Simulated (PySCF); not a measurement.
```yaml
atoms:
  - { symbol: C, position_ang: [-1.8246, -0.1004, 0.2964] }
  - { symbol: C, position_ang: [-0.6138, 0.5625, -0.3497] }
  - { symbol: Si, position_ang: [0.9771, -0.4105, -0.0239] }
  - { symbol: O, position_ang: [1.1720, -0.4711, 1.5811] }
  - { symbol: S, position_ang: [2.7116, 0.5969, -0.8370] }
  - { symbol: H, position_ang: [-2.7266, 0.4827, 0.1192] }
  - { symbol: H, position_ang: [-1.9769, -1.0979, -0.1088] }
  - { symbol: H, position_ang: [-1.6755, -0.1897, 1.3690] }
  - { symbol: H, position_ang: [-0.7875, 0.6563, -1.4232] }
  - { symbol: H, position_ang: [-0.5142, 1.5781, 0.0397] }
  - { symbol: H, position_ang: [0.9741, -1.7526, -0.6009] }
  - { symbol: H, position_ang: [2.0273, -0.5809, 1.9892] }
  - { symbol: H, position_ang: [2.2526, 0.7270, -2.0688] }
```

Geometry: GFN2-xTB.

All numbers below come from PySCF, PBE0/pcSseg-1, SCF density, gas phase, non-relativistic.

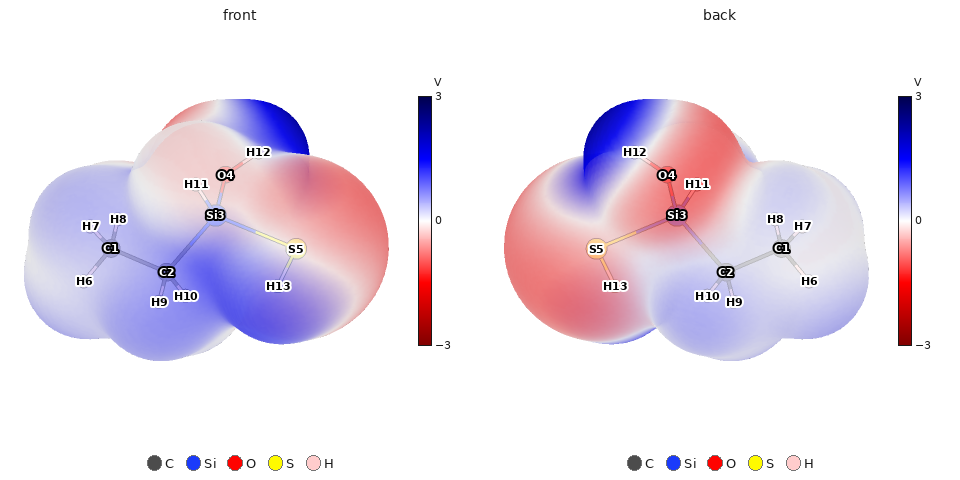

C2H8OSSi. The molecular electrostatic potential painted on the density surface at 0.001 e/bohr³, seen from the front and from behind; red is negative and blue positive.

**Where is the surface potential most negative and most positive?**

The most negative region (about −1.0 V) lies over O4, the most positive (about +2.1 V) over H12.

**What dipole moment does the calculation give?**

Its dipole moment is 0.95 D.
